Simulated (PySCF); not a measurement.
Mo(O)4, SMILES [Mo-2](=[O])(=[O])(=[O])=[O] (MoO4 (anion, charge -2)), singlet at its B3LYP/def2-SVP optimised geometry (Å):

```
5

Mo    -0.5935    -0.8386     0.0000
O      1.1852    -0.8386     0.0000
O     -1.1871    -1.6776    -1.4518
O     -1.1867    -1.6756     1.4530
O     -1.1852     0.8386     0.0000
```

Computed with PySCF 2.14.0 with B3LYP/def2-TZVPD, def2 effective core potentials past Kr. The core electrons that the potentials of Mo replace are not part of the density. Cells within 0.4 Å of a nucleus heavier than hydrogen are left out (blank, or x).

Map of the electron localisation function on the plane z = 1.2 Å:

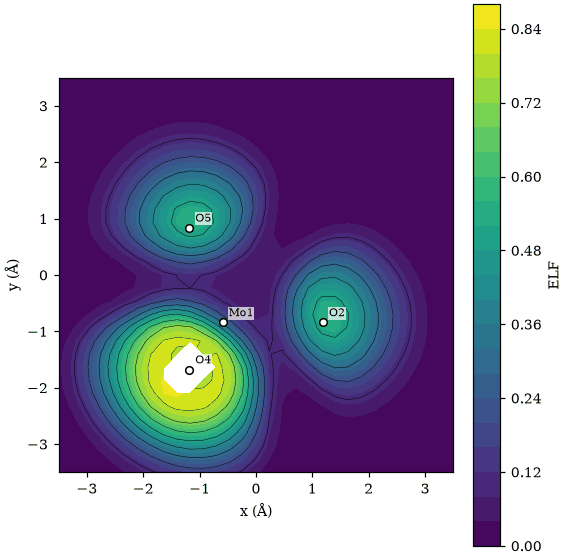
*Electron localisation function on the plane z = 1.2 Å.*
